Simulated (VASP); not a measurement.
## Ga with and without spin-orbit coupling

What does spin-orbit coupling change in Ga, and what does it cost? All runs use PBE. Left out of this account: 1 further run (fields: a reference on another mesh). The start is a cell from a database of measured crystal structures.

Calculated with VASP 6.6.1; PBE; plane waves and PAW (Ga_d), in the first sound run; inputs show where later runs differ.

**1. The structure**

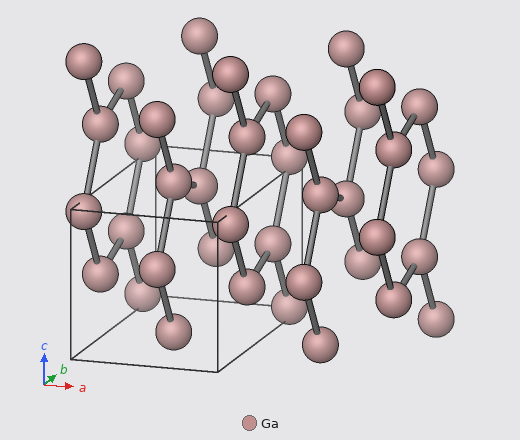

Start, viewed slightly off an axis; gallium pink. 2×1×2 cells are drawn. This picture shows the conventional cell, with its axes. Some periodic images of atoms are drawn too.

Structure file:

```xyz
4
Lattice="2.2553 -3.8224 0.0000 2.2553 3.8224 0.0000 0.0000 0.0000 4.5167" Properties=species:S:1:pos:R:3 pbc="T T T"
Ga    2.2553   -2.6566    4.1621
Ga    2.2553    1.1658    2.6129
Ga    2.2553    2.6566    0.3546
Ga    2.2553   -1.1658    1.9038
```

**2. Bands along the symmetry lines (PBE)**

The mesh alone shows little of the dispersion and can miss band extrema, so KPOINTS_OPT adds a path through the symmetry points after the self-consistent cycle. PBE, the usual starting point, adds the gradient of the density.

Input file INCAR:

```
SYSTEM = Ga
PREC = Accurate
ENCUT = 400
EDIFF = 1E-06
NELM = 100
ISMEAR = -1
SIGMA = 0.05
LREAL = .FALSE.
ALGO = Normal
GGA = PE
NBANDS = 40
LORBIT = 11
LWAVE = .FALSE.
LCHARG = .FALSE.
KPAR = 4
```

Input file POSCAR:

```
Ga
1.0
    2.2553500000     -3.8224000000      0.0000000000
    2.2553500000      3.8224000000      0.0000000000
    0.0000000000      0.0000000000      4.5167000000
Ga
4
Direct
    0.8475000000      0.1525000000      0.9215000000
    0.3475000000      0.6525000000      0.5785000000
    0.1525000000      0.8475000000      0.0785000000
    0.6525000000      0.3475000000      0.4215000000
```

Input file KPOINTS:

```
Automatic mesh
0
Gamma
7 7 6
0 0 0
```

Input file KPOINTS_OPT:

```
Line mode
16
Line-mode
Reciprocal
  0.00000000   0.00000000   0.00000000 GAMMA
  0.33703534   0.33703534   0.00000000 X

  0.33703534   0.33703534   0.00000000 X
  0.00000000   0.50000000   0.00000000 S

  0.00000000   0.50000000   0.00000000 S
  0.00000000   0.50000000   0.50000000 R

  0.00000000   0.50000000   0.50000000 R
  0.33703534   0.33703534   0.50000000 A

  0.33703534   0.33703534   0.50000000 A
  0.00000000   0.00000000   0.50000000 Z

  0.00000000   0.00000000   0.50000000 Z
  0.00000000   0.00000000   0.00000000 GAMMA

  0.00000000   0.00000000   0.00000000 GAMMA
 -0.50000000   0.50000000   0.00000000 Y

 -0.50000000   0.50000000   0.00000000 Y
 -0.33703534   0.66296466   0.00000000 X1

 -0.33703534   0.66296466   0.00000000 X1
 -0.33703534   0.66296466   0.50000000 A1

 -0.33703534   0.66296466   0.50000000 A1
 -0.50000000   0.50000000   0.50000000 T

 -0.50000000   0.50000000   0.50000000 T
 -0.50000000   0.50000000   0.00000000 Y

  0.00000000   0.00000000   0.50000000 Z
 -0.50000000   0.50000000   0.50000000 T
```

The projector-augmented-wave data sets are Ga_d (PBE family, release 64).

The run is started by

```console
$ mpirun -np 4 vasp_std
```

The program printed:

```text
[banner, memory and clock lines left out]
running    4 mpi-ranks, on    1 nodes
 distrk:  each k-point on    1 cores,    4 groups
 distr:  one band on    1 cores,    1 groups

 POSCAR found type information on POSCAR Ga
 POSCAR found :  1 types and       4 ions
 LDA part: xc-table for (Slater+PW92), standard interpolation
 POSCAR, INCAR and KPOINTS ok, starting setup
 FFT: planning ... GRIDC
 FFT: planning ... GRID_SOFT
 FFT: planning ... GRID
 WAVECAR not read
 entering main loop
       N       E                     dE             d eps       ncg     rms          rms(c)
DAV:   1     0.372918527749E+03    0.37292E+03   -0.20453E+04  5760   0.213E+03
DAV:   2     0.406675302246E+02   -0.33225E+03   -0.31532E+03  5160   0.491E+02
DAV:   3    -0.100353895021E+02   -0.50703E+02   -0.50107E+02  5800   0.135E+02
DAV:   4    -0.116312427261E+02   -0.15959E+01   -0.15942E+01  5992   0.279E+01
DAV:   5    -0.116628386070E+02   -0.31596E-01   -0.31593E-01  6360   0.403E+00    0.255E+00
DAV:   6    -0.115800437308E+02    0.82795E-01   -0.16728E-01  6920   0.505E+00    0.140E+00
DAV:   7    -0.115636954658E+02    0.16348E-01   -0.50228E-02  7808   0.221E+00    0.309E-01
DAV:   8    -0.115626282888E+02    0.10672E-02   -0.12793E-02  5664   0.105E+00    0.479E-02
DAV:   9    -0.115627947992E+02   -0.16651E-03   -0.11234E-03  5936   0.294E-01    0.253E-02
DAV:  10    -0.115627992464E+02   -0.44472E-05   -0.17461E-04  5944   0.124E-01    0.707E-03
DAV:  11    -0.115628027076E+02   -0.34612E-05   -0.28065E-05  5912   0.485E-02    0.449E-03
DAV:  12    -0.115628021511E+02    0.55644E-06   -0.10294E-05  5880   0.344E-02    0.987E-04
DAV:  13    -0.115628020603E+02    0.90848E-07   -0.98206E-07  3960   0.941E-03
   1 F= -.11562802E+02 E0= -.11558679E+02  d E =-.824574E-02
 Start KPOINTS_OPT (optional k-point list driver)
k-point batch [1-64\192]
       N       E                     dE             ncg
DAV:   1    -0.119796339208E+03   -0.75723E+05     5752
DAV:   2    -0.214827432285E+05   -0.21363E+05     5152
DAV:   3    -0.246896738507E+05   -0.32069E+04     5936
DAV:   4    -0.247894550628E+05   -0.99781E+02     5960
DAV:   5    -0.247914017856E+05   -0.19467E+01     6240
DAV:   6    -0.247914845085E+05   -0.82723E-01     7112
DAV:   7    -0.247914858226E+05   -0.13140E-02     6464
DAV:   8    -0.247914858423E+05   -0.19709E-04     5512
DAV:   9    -0.247914858433E+05   -0.96954E-06     3584
[...]
k-point batch [129-192\192]
       N       E                     dE             ncg
DAV:   1    -0.338339280409E+03   -0.89897E+05     5680
DAV:   2    -0.215918233965E+05   -0.21253E+05     5152
DAV:   3    -0.247717334898E+05   -0.31799E+04     5848
DAV:   4    -0.248702169365E+05   -0.98483E+02     6216
DAV:   5    -0.248720874622E+05   -0.18705E+01     6240
DAV:   6    -0.248721699638E+05   -0.82502E-01     7352
DAV:   7    -0.248721712535E+05   -0.12897E-02     6384
DAV:   8    -0.248721712745E+05   -0.21003E-04     5976
DAV:   9    -0.248721712753E+05   -0.85058E-06     3656
```

Wall time 1.7 min (4 MPI ranks of AMD EPYC 7R43, shared host); peak memory 1 GiB.

Lines that name or quote the potential files are left out of all logs, and their timing lines are given in words.

From OUTCAR (step 2):

```text
ion  position               nearest neighbor table
   1  0.847  0.153  0.922-   3 2.44   4 2.71   4 2.71   2 2.74   2 2.74   3 2.79   3 2.79
   2  0.347  0.653  0.578-   4 2.44   3 2.71   3 2.71   1 2.74   1 2.74   4 2.79   4 2.79
   3  0.153  0.847  0.078-   1 2.44   2 2.71   2 2.71   4 2.74   4 2.74   1 2.79   1 2.79
   4  0.653  0.347  0.422-   2 2.44   1 2.71   1 2.71   3 2.74   3 2.74   2 2.79   2 2.79

  LATTYP: Found a base centered orthorhombic cell.
 ALAT       =     4.5107000000
 B/A-ratio  =     1.6948145521
 C/A-ratio  =     1.0013301705

 Subroutine GETGRP returns: Found  8 space group operations
 (whereof  4 operations were pure point group operations)

The static configuration has the point symmetry C_2h.
 The point group associated with its full space group is D_2h.

 Found     64 irreducible k-points:

   k-points           NKPTS =     64   k-points in BZ     NKDIM =     64   number of bands    NBANDS=     40

   dimension x,y,z NGX =    30 NGY =   30 NGZ =   30
   dimension x,y,z NGXF=    60 NGYF=   60 NGZF=   60

   ENCUT  =  400.0 eV  29.40 Ry    5.42 a.u.   7.24  7.24  7.37*2*pi/ulx,y,z

   NELECT =      52.0000    total number of electrons

 k-points in reciprocal lattice and weights: Automatic mesh
   0.00000000  0.00000000  0.00000000       0.003
   0.14285714  0.00000000  0.00000000       0.014
   0.28571429  0.00000000  0.00000000       0.014
   0.42857143  0.00000000  0.00000000       0.014
   0.14285714  0.14285714  0.00000000       0.007
   0.28571429  0.14285714  0.00000000       0.014
   0.42857143  0.14285714  0.00000000       0.014
  -0.42857143  0.14285714  0.00000000       0.014
  -0.28571429  0.14285714  0.00000000       0.014
[...]
0.42857143  0.42857143  0.50000000       0.007
  -0.42857143  0.42857143  0.50000000       0.007

 average (electrostatic) potential at core
       1 -65.3793       2 -65.3793       3 -65.3793       4 -65.3793

 E-fermi :   5.1851

 k-point     1 :       0.0000    0.0000    0.0000
  band No.  band energies     occupation
    ...
     22       0.7618      2.00000
     23       1.4179      2.00000
     24       3.4207      2.00000
     25       3.5188      2.00000
     26       4.2181      2.00000
     27       6.0159      0.00000
     28       6.0498      0.00000
     29       6.0607      0.00000
     30      10.2261      0.00000
     31      10.5532      0.00000
    ...

 k-point     2 :       0.1429    0.0000    0.0000
  band No.  band energies     occupation
    ...
     22       0.5909      2.00000
     23       1.5364      2.00000
     24       1.5496      2.00000
     25       3.7286      2.00000
     26       4.6262      1.99997
     27       5.5940      0.00056
     28       6.8940      0.00000
     29       8.0659      0.00000
     30       9.1381      0.00000
     31       9.3077      0.00000
    ...

 k-point     3 :       0.2857    0.0000    0.0000
  band No.  band energies     occupation
    ...
     22      -1.0107      2.00000
     23       1.3102      2.00000
     24       1.7236      2.00000
     25       3.3417      2.00000
     26       3.9476      2.00000
     27       7.1824      0.00000
     28       7.3999      0.00000
     29       7.5625      0.00000
     30       8.5900      0.00000
     31      10.2435      0.00000
    ...

  Total        0.2556554      1.9486658      0.7639355      0.0000000     -0.0000000      0.0000000
  in kB        5.2597389     40.0909757     15.7168665      0.0000000     -0.0000000      0.0000000
  external PRESSURE =      20.3558604 kB  Pullay stress =       0.0000000 kB

  energy-cutoff  :      400.00
  volume of cell :       77.88
      direct lattice vectors                 reciprocal lattice vectors
     2.255350000 -3.822400000  0.000000000     0.221695081 -0.130807869  0.000000000
     2.255350000  3.822400000  0.000000000     0.221695081  0.130807869  0.000000000
     0.000000000  0.000000000  4.516700000     0.000000000  0.000000000  0.221400580

 POSITION                                       TOTAL-FORCE (eV/Angst)
 -----------------------------------------------------------------------------------
      2.25535     -2.65657      4.16214         0.000000      0.425134     -0.119386
      2.25535      1.16583      2.61291         0.000000      0.425134      0.119386
      2.25535      2.65657      0.35456         0.000000     -0.425134      0.119386
      2.25535     -1.16583      1.90379         0.000000     -0.425134     -0.119386
 -----------------------------------------------------------------------------------
    total drift:                               -0.000000     -0.000000      0.000000

  FREE ENERGIE OF THE ION-ELECTRON SYSTEM (eV)
  ---------------------------------------------------
  free  energy   TOTEN  =       -11.5628020603 eV

  energy  without entropy=      -11.5545563211  energy(sigma->0) =      -11.55867919

 total charge
# of ion       s       p       d       tot
------------------------------------------
    1        0.956   0.717   9.957  11.629
    2        0.956   0.717   9.957  11.629
    3        0.956   0.717   9.957  11.629
    4        0.956   0.717   9.957  11.629
--------------------------------------------------
tot          3.824   2.867  39.827  46.518

[... 3 further parts left out ...]
```

The k-mesh is coarse for a metal. Spin-orbit coupling is off here; it would split degenerate levels. At this level the cell is under a pressure of 2.0 GPa, so at these settings it is away from equilibrium.

This step gave:

```yaml
scf_cycles: 13
electrons: 52
bands: 40
irreducible_k_points: 64
symmetry_operations: 8
free_energy_toten: -11.56 eV
energy_at_zero_smearing: -11.56 eV
fermi_energy: 5.185 eV
pressure: 2.036 GPa
metallic: yes
```

The electronic bands at the labelled points (eV, zero at the Fermi level; # counts the bands kept, so #1 is VASP's band 21):

| point | #3 | #4 | #5 | #6 | #7 | #8 | #9 | #10 |
| --- | --- | --- | --- | --- | --- | --- | --- | --- |
| Γ | -3.77 | -1.76 | -1.67 | -0.97 | 0.83 | 0.86 | 0.88 | 5.04 |
| X | -6.79 | -1.07 | -1.04 | -0.44 | -0.16 | 0.93 | 1.82 | 2.68 |
| S | -3.62 | -3.62 | -1.36 | -1.36 | 0.66 | 0.66 | 3.92 | 3.92 |
| R | -6.26 | -6.26 | -1.67 | -1.67 | 0.37 | 0.37 | 7.01 | 7.01 |
| A | -6.17 | -6.17 | -3.77 | -3.77 | 4.04 | 4.04 | 5.01 | 5.01 |
| Z | -0.26 | -0.26 | -0.10 | -0.10 | 0.03 | 0.03 | 2.06 | 2.06 |
| Γ | -3.77 | -1.76 | -1.67 | -0.97 | 0.83 | 0.86 | 0.88 | 5.04 |
| Y | -4.36 | -3.33 | -1.73 | -1.51 | 0.96 | 1.01 | 3.24 | 3.66 |
| X1 | -6.79 | -1.07 | -1.04 | -0.44 | -0.16 | 0.93 | 1.82 | 2.68 |
| A1 | -6.17 | -6.17 | -3.77 | -3.77 | 4.04 | 4.04 | 5.01 | 5.01 |
| T | -5.63 | -5.63 | -1.32 | -1.32 | -0.97 | -0.97 | 6.53 | 6.53 |
| Y | -4.36 | -3.33 | -1.73 | -1.51 | 0.96 | 1.01 | 3.24 | 3.66 |
| jump to Z | -0.26 | -0.26 | -0.10 | -0.10 | 0.03 | 0.03 | 2.06 | 2.06 |
| T | -5.63 | -5.63 | -1.32 | -1.32 | -0.97 | -0.97 | 6.53 | 6.53 |

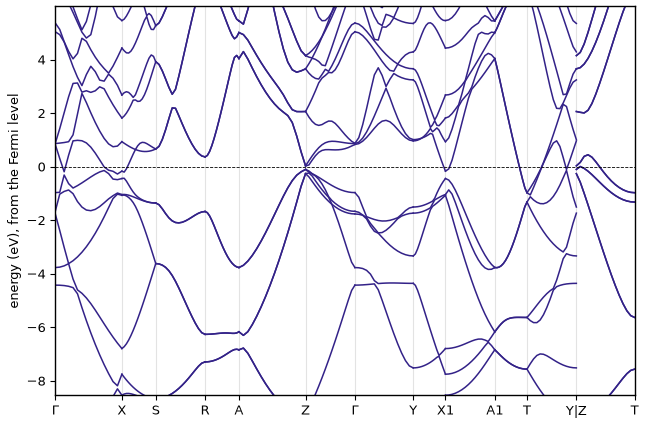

Electronic bands along the path.

Force by atom:

```
atom  x (eV/Å)  y (eV/Å)  z (eV/Å)   size
 Ga1     0.000     0.425    -0.119  0.442
 Ga2     0.000     0.425     0.119  0.442
 Ga3     0.000    -0.425     0.119  0.442
 Ga4     0.000    -0.425    -0.119  0.442
```

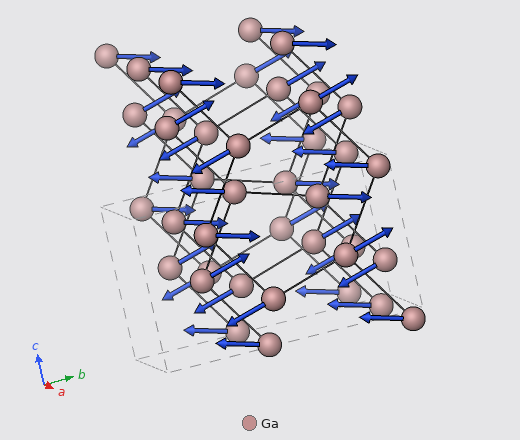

Force as arrows, the longest 0.442 eV/Å. 2×1×2 conventional cells are drawn. Some periodic images of atoms are drawn too.

There is no gap at this level.

(Part 1 of 4 ends here.)

[Lines on the potential files, build, host, timing and source positions are cut from VASP's logs without a mark.]

[Logs are printed without paths, hosts, clocks, repeated set-up lines and the standing remarks that a program may print on its own settings, such as how far it seeks lower states.]

[Hosts, paths, dates, database ids (printed as entryN), source tags and the programs' standing remarks are cut or masked in the printed files.]

[A measured line is paired with the nearest computed mode of its activity, which favours agreement.]
